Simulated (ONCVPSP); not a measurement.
Run report: Zr, pseudopotential generation

System: zirconium (Zr, Z = 40), core [Ar] 3d10, reference valence 4s2 4p6 4d2 5s0.5 (an ion of charge +1.5), valence charge 12.
Method: ONCV potential, PBE, scalar-relativistic, made with ONCVPSP 4.0.1.

## Results in brief

- outcome: generated
- cutoffs needed: 19 Ha and 23 Ha (the cutoffs at which the residual kinetic energy of the hardest occupied pseudo-wave falls to 1 and 0.1 mHa per electron)
- ghost test: no bound ghost flagged; no localised positive-energy state flagged (flags above 300 eV left out)
- largest excitation error: +4.2 meV (all-electron minus pseudo) for 4s2 4p6 4d3 5s0, out of 4 test configurations
- rms error of d²Exc/dni dnj: 1.96 mHa without and 1.18 mHa with the model core
- range over which the phases arctan(r R′/R) at the test radius agree within 0.05 rad (a looser test near the poles than one of phase shifts): s: over the whole range computed; p: over the whole range computed; d: up to about 0.6 Ha; f: not judged, local potential alone
- hardware: 1 CPU thread, shared host
- wall time: 3.7 s

## Remarks

Warnings of the program, in the generation or the tests: wellstate: negative energy specified for n= 5 l= 1.

## The input
```
# ATOM AND REFERENCE CONFIGURATION
# atsym  z   nc   nv     iexc    psfile
  Zr 40.00    6    4        4      upf
#
#   n    l    f
    1    0    2.00
    2    0    2.00
    2    1    6.00
    3    0    2.00
    3    1    6.00
    3    2   10.00
    4    0    2.00
    4    1    6.00
    4    2    2.00
    5    0    0.50
#
# PSEUDOPOTENTIAL AND OPTIMIZATION
# lmax
    2
#
#   l,   rc,      ep,       ncon, nbas, qcut
    0    1.90    0.00    4    9    8.40
    1    2.10    0.00    4    9    6.10
    2    2.75    0.00    4    8    6.10
#
# LOCAL POTENTIAL
# lloc, lpopt,  rc(5),   dvloc0
    4    5    1.70    3.00
#
# VANDERBILT-KLEINMAN-BYLANDER PROJECTORs
# l, nproj, debl
    0    2    0.80
    1    2    1.00
    2    2    3.60
#
# MODEL CORE CHARGE
# icmod, fcfact, rcfact
    3    6.00    1.00
#
# LOG DERIVATIVE ANALYSIS
# epsh1, epsh2, depsh
   -4.00    5.00    0.02
#
# OUTPUT GRID
# rlmax, drl
    6.00    0.01
#
# TEST CONFIGURATIONS
# ncnf
    4
# nvcnf
#   n    l    f
    4
    4    0    2.00
    4    1    6.00
    4    2    2.00
    5    0    2.00
#
    4
    4    0    2.00
    4    1    6.00
    4    2    2.00
    5    0    1.00
#
    4
    4    0    2.00
    4    1    6.00
    4    2    2.00
    5    0    0.00
#
    4
    4    0    2.00
    4    1    6.00
    4    2    3.00
    5    0    0.00
#
```

Launched with:
```bash
oncvpsp.x < Zr.dat > Zr.out
```

## Output (extracts)
```
ONCVPSP  (Optimized Norm-Conservinng Vanderbilt PSeudopotential)
scalar-relativistic version 4.0.1

#   n    l    f        energy (Ha)
    1    0    2.00    -6.5545075E+02
    2    0    2.00    -9.1150180E+01
    2    1    6.00    -8.1324064E+01
    3    0    2.00    -1.5260263E+01
    3    1    6.00    -1.2058878E+01
    3    2   10.00    -6.8052855E+00
    4    0    2.00    -2.3869217E+00
    4    1    6.00    -1.5766960E+00
    4    2    2.00    -4.9729325E-01
    5    0    0.50    -4.7466692E-01

Reference configufation results
  iterations    23
  all-electron total energy (Ha)   -3.59805889D+03

Begin loop to  construct optimized pseudo wave functions
and semi-local pseudopoentials for all angular momenta

Calculating optimized projector #   1

 for l=   0

    Fraction of norm inside rc  0.935233
    Optimizing pswf for qcut=   8.40 a_B^-1,  ecut=  35.28 Ha
    Residual kinetic energy error=  4.87D-09 Ha

    Energy error per electron        Cutoff
         Ha          eV             Ha
         0.01000     0.27211       14.50
         0.00100     0.02721       19.27
         0.00010     0.00272       23.20
         0.00001     0.00027       26.58

Calculating optimized projector #   2

 for l=   0

    Fraction of norm inside rc  0.074485
    Optimizing pswf for qcut=   8.40 a_B^-1,  ecut=  35.28 Ha
    Residual kinetic energy error=  3.33D-09 Ha

    Energy error per electron        Cutoff
         Ha          eV             Ha
         0.01000     0.27211       11.66
         0.00100     0.02721       17.57
         0.00010     0.00272       22.15
         0.00001     0.00027       26.11

WARNING wellstate: negative energy specified for n= 5 l=  1
WARNING scattering state with energy  0.25000000
WARNING will be used for the first projector

   Wellstate for l =  1  n =  6
     eigenvalue =   0.2500
     asymptotic potential =   0.7500
     half-point radius =  5.8955

Calculating optimized projector #   1

 for l=   1

    Fraction of norm inside rc  0.918382
    Optimizing pswf for qcut=   6.10 a_B^-1,  ecut=  18.59 Ha
    Residual kinetic energy error=  1.01D-07 Ha

    Energy error per electron        Cutoff
         Ha          eV             Ha
         0.01000     0.27211        7.79
         0.00100     0.02721       10.21
         0.00010     0.00272       12.27
         0.00001     0.00027       13.87

Calculating optimized projector #   2

 for l=   1

    Fraction of norm inside rc  0.070974
    Optimizing pswf for qcut=   6.10 a_B^-1,  ecut=  18.59 Ha
    Residual kinetic energy error=  1.38D-06 Ha

    Energy error per electron        Cutoff
         Ha          eV             Ha
         0.01000     0.27211        6.37
         0.00100     0.02721        8.80
         0.00010     0.00272       10.72
         0.00001     0.00027       12.43

   Wellstate for l =  2  n =  8
     eigenvalue =   3.1027
     asymptotic potential =   3.6027
     half-point radius =  5.0396

Calculating optimized projector #   1

 for l=   2

    Fraction of norm inside rc  0.803034
    Optimizing pswf for qcut=   6.10 a_B^-1,  ecut=  18.61 Ha
    Residual kinetic energy error=  4.15D-08 Ha

    Energy error per electron        Cutoff
         Ha          eV             Ha
         0.01000     0.27211        8.84
         0.00100     0.02721       11.48
         0.00010     0.00272       13.65
         0.00001     0.00027       15.44

Calculating optimized projector #   2

 for l=   2

    Fraction of norm inside rc  0.125607
    Optimizing pswf for qcut=   6.10 a_B^-1,  ecut=  18.61 Ha
    Residual kinetic energy error=  4.03D-06 Ha

    Energy error per electron        Cutoff
         Ha          eV             Ha
         0.01000     0.27211       11.79
         0.00100     0.02721       14.34
         0.00010     0.00272       16.21
         0.00001     0.00027       17.89

Construct Vanderbilt / Kleinmman-Bylander projectors

B matrix Hermiticity error, ll=   0
   1   2    1.6679E-04

  Orthonormal projector coefficients  1.2294E+01 -9.4966E-01

B matrix Hermiticity error, ll=   1
   1   2   -1.2224E-04

  Orthonormal projector coefficients -1.0604E+00  4.4890E-01

B matrix Hermiticity error, ll=   2
   1   2   -1.0961E-04

  Orthonormal projector coefficients -1.6036E+00 -3.0508E-01

Model core correction analysis
  based on d2Exc/dn_idn_j

d2excae - all-electron derivatives

   -3.409788D-02   -3.015527D-02   -1.583188D-02   -3.227525D-03
   -3.015546D-02   -2.874748D-02   -1.852374D-02   -4.571672D-03
   -1.583168D-02   -1.852348D-02   -2.277081D-02   -1.804718D-02
   -3.225834D-03   -4.568318D-03   -1.805513D-02   -4.001773D-02

d2excps - pseudofunction derivatives with no core correction

   -3.910143D-02   -3.388013D-02   -1.627487D-02   -3.969428D-03
   -3.388084D-02   -3.107521D-02   -1.879958D-02   -5.219334D-03
   -1.627475D-02   -1.879920D-02   -2.366668D-02   -1.810763D-02
   -3.967920D-03   -5.216084D-03   -1.811564D-02   -4.005975D-02

rms 2nd derivative error    1.960602E-03

rmatch, rhocmatch    0.8344    7.7642

Teter function model core charge with specified parameters

d2excps - pseudofunction derivatives with core correction

   -3.705080D-02   -3.238682D-02   -1.625298D-02   -3.654000D-03
   -3.238749D-02   -3.001840D-02   -1.880240D-02   -4.983977D-03
   -1.625291D-02   -1.880205D-02   -2.373126D-02   -1.808309D-02
   -3.652456D-03   -4.980709D-03   -1.809110D-02   -4.001755D-02

rms 2nd derivative error    1.184160E-03

Pseudoatom total energy  -46.626291

Diagnostic tests using Vanderbilt-Kleinman-Bylander pseudopotentials
  1 or more projectors used as specified by nproj input data

   l    rcore       rmatch      e in        delta e   norm test  slope test

   0   1.9049411   1.9627792  -2.3869217   0.0000003   1.0001267   1.0001222
   0   1.9049411   1.9627792  -0.4746669   0.0000031   1.0000300   1.0000258

   1   2.1088574   2.1728869  -1.5766960   0.0000002   1.0000978   1.0001011
   1   2.1088574   2.1728869   0.2500000   0.0000138   1.0001360   1.0001360

   2   2.7603004   2.8441091  -0.4972933  -0.0000006   1.0000204   1.0000253
   2   2.7603004   2.8441091   3.1027067   0.0000174   1.0000426   1.0000426

 Testing for bound ghosts
   n   l    E NL Schr. Eq   E Basis Diag.   E Cutoff

   1   0       -2.386921       -2.386920     96.60
   2   0       -0.474664       -0.445530     96.60

   2   1       -1.576696       -1.576695     89.20

   3   2       -0.497294       -0.497224     45.28

 Testing for highly-localized positive-energy ghosts
       l    <radius>/rc     E Basis Diag.   E Cutoff

       0        0.936205       21.301497     96.60  WARNING - GHOST(+)

Test configuration 0

   n   l     f        eae           eps        diff
   1   0  2.0000 -655.45074861
   2   0  2.0000  -91.15018016
   2   1  6.0000  -81.32406352
   3   0  2.0000  -15.26026315
   3   1  6.0000  -12.05887796
   3   2 10.0000   -6.80528545
   4   0  2.0000   -2.38692173   -2.38692138    3.47D-07
   4   1  6.0000   -1.57669599   -1.57669575    2.39D-07
   4   2  2.0000   -0.49729325   -0.49729381   -5.60D-07
   5   0  0.5000   -0.47466692   -0.47466379    3.13D-06

    Total energies and differences
      AE_ref= -3.59805889D+03  AE_tst= -3.59805889D+03  dif=  0.00D+00
      PS_ref= -4.66262906D+01  PS_tst= -4.66262906D+01  dif=  2.84D-14
      PSP excitation error= -2.84D-14

Test configuration 1

   n   l     f        eae           eps        diff
   1   0  2.0000 -655.06182565
   2   0  2.0000  -90.76510844
   2   1  6.0000  -80.93873135
   3   0  2.0000  -14.87504184
   3   1  6.0000  -11.67370344
   3   2 10.0000   -6.42038136
   4   0  2.0000   -2.00302059   -2.00210035    9.20D-04
   4   1  6.0000   -1.19294487   -1.19235475    5.90D-04
   4   2  2.0000   -0.13226204   -0.13217090    9.11D-05
   5   0  2.0000   -0.16314901   -0.16313251    1.65D-05

    Total energies and differences
      AE_ref= -3.59805889D+03  AE_tst= -3.59853098D+03  dif= -4.72D-01
      PS_ref= -4.66262906D+01  PS_tst= -4.70984047D+01  dif= -4.72D-01
      PSP excitation error=  2.77D-05

Test configuration 2

   n   l     f        eae           eps        diff
   1   0  2.0000 -655.30965741
   2   0  2.0000  -91.01055422
   2   1  6.0000  -81.18433961
   3   0  2.0000  -15.12067150
   3   1  6.0000  -11.91930684
   3   2 10.0000   -6.66581313
   4   0  2.0000   -2.24831199   -2.24795070    3.61D-04
   4   1  6.0000   -1.43842228   -1.43818120    2.41D-04
   4   2  2.0000   -0.36685036   -0.36680719    4.32D-05
   5   0  1.0000   -0.36546398   -0.36543347    3.05D-05

    Total energies and differences
      AE_ref= -3.59805889D+03  AE_tst= -3.59826868D+03  dif= -2.10D-01
      PS_ref= -4.66262906D+01  PS_tst= -4.68360987D+01  dif= -2.10D-01
      PSP excitation error=  1.74D-05

Test configuration 3

   n   l     f        eae           eps        diff
   1   0  2.0000 -655.60251622
   2   0  2.0000  -91.30033187
   2   1  6.0000  -81.47432123
   3   0  2.0000  -15.41027674
   3   1  6.0000  -12.20886567
   3   2 10.0000   -6.95516886
   4   0  2.0000   -2.53524430   -2.53565852   -4.14D-04
   4   1  6.0000   -1.72426830   -1.72455653   -2.88D-04
   4   2  2.0000   -0.63575278   -0.63581011   -5.73D-05

    Total energies and differences
      AE_ref= -3.59805889D+03  AE_tst= -3.59779313D+03  dif=  2.66D-01
      PS_ref= -4.66262906D+01  PS_tst= -4.63604871D+01  dif=  2.66D-01
      PSP excitation error= -4.48D-05

Test configuration 4

   n   l     f        eae           eps        diff
   1   0  2.0000 -655.20863755
   2   0  2.0000  -90.90172658
   2   1  6.0000  -81.07608645
   3   0  2.0000  -15.01374129
   3   1  6.0000  -11.81233697
   3   2 10.0000   -6.55822516
   4   0  2.0000   -2.14814506   -2.14957885   -1.43D-03
   4   1  6.0000   -1.34424053   -1.34502246   -7.82D-04
   4   2  3.0000   -0.29973042   -0.29991448   -1.84D-04

    Total energies and differences
      AE_ref= -3.59805889D+03  AE_tst= -3.59825458D+03  dif= -1.96D-01
      PS_ref= -4.66262906D+01  PS_tst= -4.68221327D+01  dif= -1.96D-01
      PSP excitation error=  1.56D-04
```

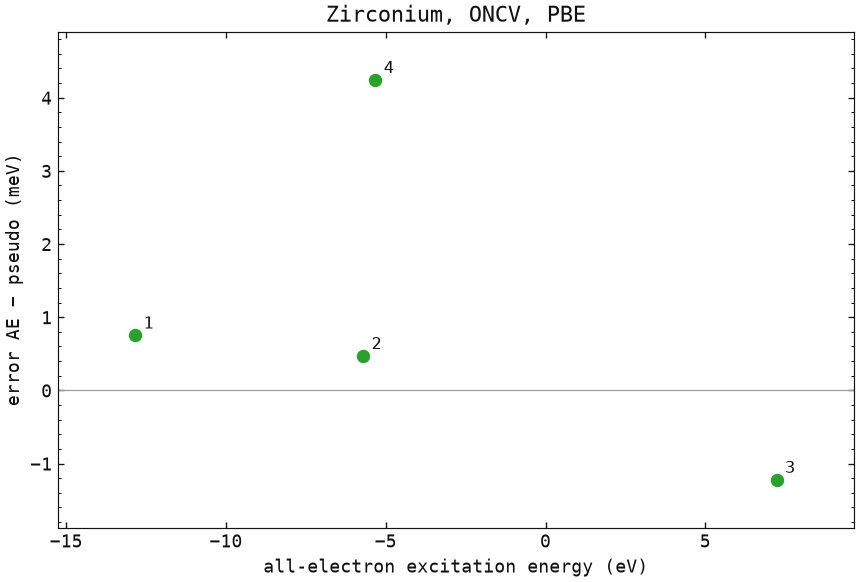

Figure 1. Errors, all-electron minus pseudo, of the energies of valence configurations relative to the unpolarised reference 4s2 4p6 4d2 5s0.5. Points: 1 = 4s2 4p6 4d2 5s2; 2 = 4s2 4p6 4d2 5s1; 3 = 4s2 4p6 4d2 5s0; 4 = 4s2 4p6 4d3 5s0.

- Worst configuration: 4s2 4p6 4d3 5s0 (charge +1): the error is +4.2 meV on an all-electron energy of -5.32 eV relative to the reference, or 0.08 %.
- Errors in meV: 4s2 4p6 4d2 5s2: +0.8; 4s2 4p6 4d2 5s1: +0.5; 4s2 4p6 4d2 5s0: -1.2; 4s2 4p6 4d3 5s0: +4.2.
- Configurations within 10 meV and within 50 meV: 4 and 4 of 4.

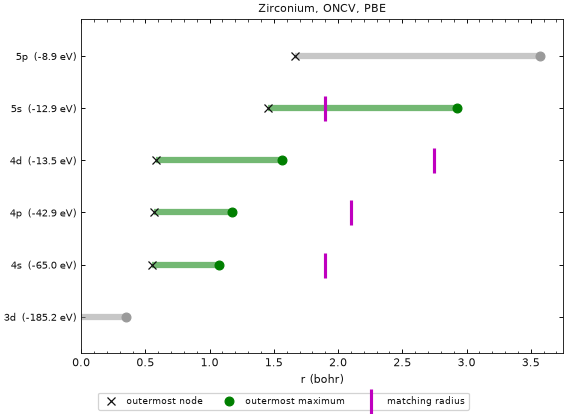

Figure 2. Outer shells of the all-electron reference atom: each bar runs from the outermost node (or the nucleus) to the outermost maximum of u(r); the tick is the radius chosen for the pseudo-wave. Shells without a tick have no pseudo-wave of their own. Levels, nodes and maxima are from ld1.x, scalar-relativistic.

- Radii against the shells: 4s: 1.90 bohr, outside the maximum; 4p: 2.10 bohr, outside the maximum; 4d: 2.75 bohr, outside the maximum; 5s: 1.90 bohr, between node and maximum.

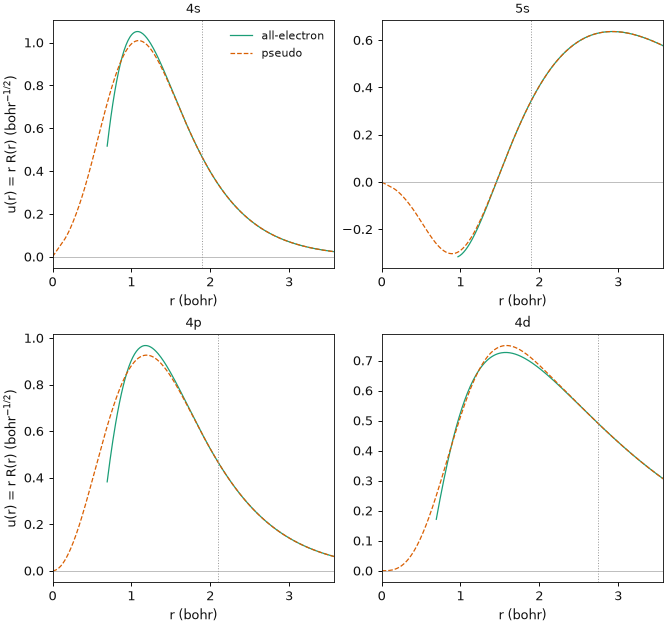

Figure 3. Partial waves u(r) = r R(r), all-electron (solid) and pseudo (dashed). Dotted lines mark the matching radii. The innermost oscillations of some all-electron curves aren't drawn. Pseudo-waves: 4s has no node; 5s has a node at about 1.5 bohr; 4p has no node; 4d has no node. A node in 5s is expected, since a lower shell of the same l is also in the valence and the two must stay orthogonal.

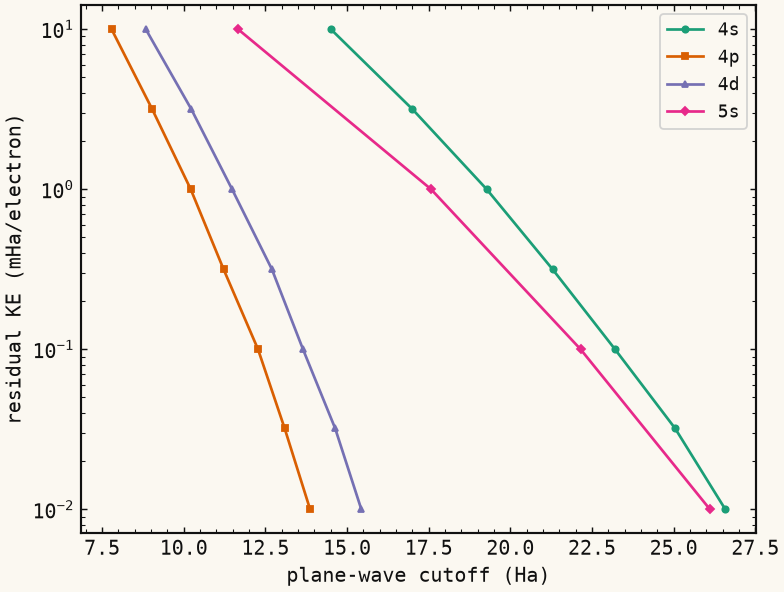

Figure 4. Residual kinetic energy of the pseudo-waves (the first of each channel, and further valence shells) beyond the plane-wave cutoff, as the generator prints it.

- Cutoffs for the occupied states: 19 Ha for 1 mHa and 23 Ha for 0.1 mHa per electron. The first is set by 4s.
- Cutoffs for 1 mHa per electron: 4s: 19 Ha; 5s: 18 Ha; 4d: 11 Ha; 4p: 10 Ha.
